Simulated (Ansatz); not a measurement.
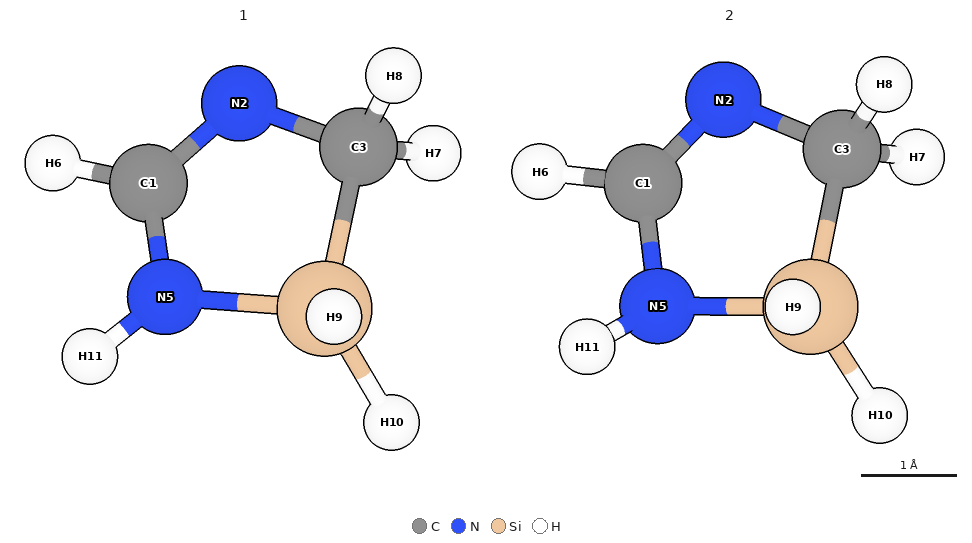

Two geometries of C$_{2}$H$_{6}$N$_{2}$Si (coarse preliminary run), drawn at one scale. One is the start of a relaxation, the other its converged end. The picture is a ball-and-stick view, seen at a tilt.

These are results of RKS PBE-D4/def2-SVP (Ansatz), not measurements. (force threshold 0.03 eV/Å; at most 200 steps)

Which one is relaxed?

Answer. Structure 1 is the relaxed one. The start comes from a force field. Over 5 accepted moves (6 points after the start) the energy falls by 0.647 eV. The largest force component goes from 5.3 to 0.011 eV/Å. The line search rejected the trial step at point 3 of the run. An H atom moves most after the best rigid fit: 0.33 Å. By element the largest moves are H 0.33 Å, N 0.21 Å, C 0.09 Å, Si 0.04 Å. Near-neighbour distances that change, for instance: H–Si 1.410 → 1.507 Å, C–N 1.232 → 1.288 Å, C–Si 1.875 → 1.927 Å, C–H 1.146 → 1.107 Å. Bond angles that change, for instance: Si–N–H 119.4° → 131.2°, N–C–H 107.7° → 117.3°, H–Si–H 117.1° → 107.7°.
